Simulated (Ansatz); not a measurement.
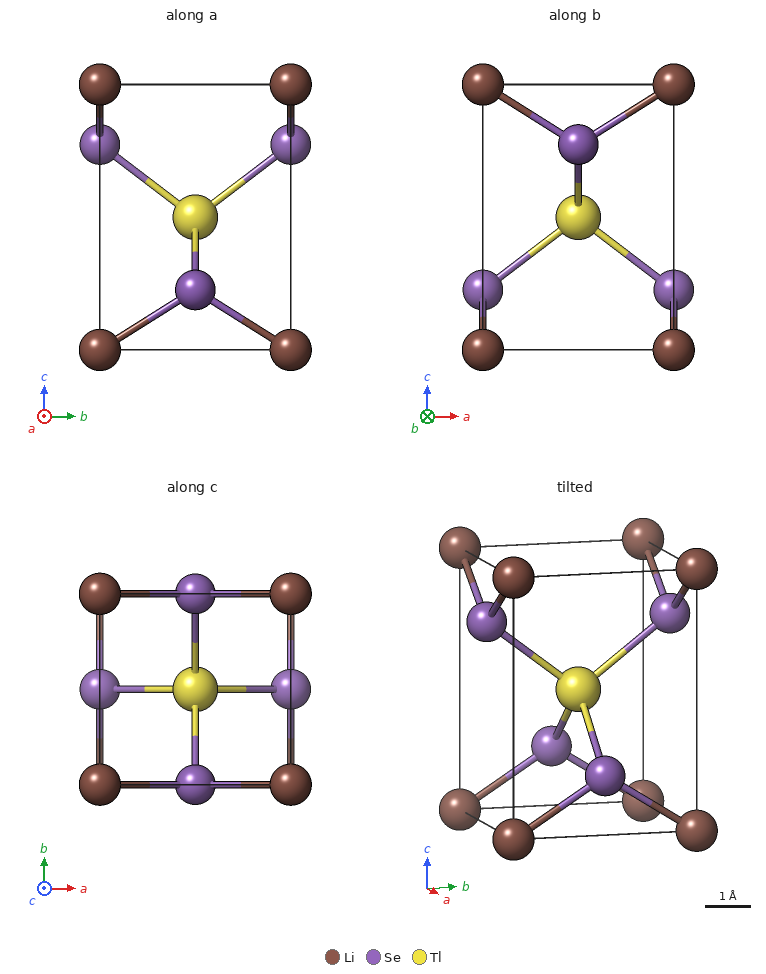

A ball-and-stick picture of a crystal structure, seen along the a axis, along the b axis, along the c axis and slightly off an axis. Lines trace the edges of the conventional unit cell.

Lattice parameters: a = 4.2449 Å, b = 4.2449 Å, c = 5.9028 Å, α = 90.000°, β = 90.000°, γ = 90.000°.

Q: From the views, write a CIF in P1 with every atom of the cell, with free fractional coordinates to two decimals.

A:
```cif
data_structure
_symmetry_space_group_name_H-M 'P 1'
_symmetry_Int_Tables_number 1
_cell_length_a 4.2449
_cell_length_b 4.2449
_cell_length_c 5.9028
_cell_angle_alpha 90.000
_cell_angle_beta 90.000
_cell_angle_gamma 90.000
_cell_volume 106.36
loop_
_atom_site_label
_atom_site_type_symbol
_atom_site_fract_x
_atom_site_fract_y
_atom_site_fract_z
_atom_site_occupancy
Li1 Li 0.00 0.00 0.00 1
Se1 Se 0.00 0.50 0.23 1
Tl1 Tl 0.50 0.50 0.50 1
Se2 Se 0.50 0.00 0.77 1
```

Provenance: a structure type filled with these elements by a generator (whether the compound takes this form wasn't checked). It is drawn as it came out of a relaxation with DFT, PBEsol, plane waves, PAW in Ansatz.
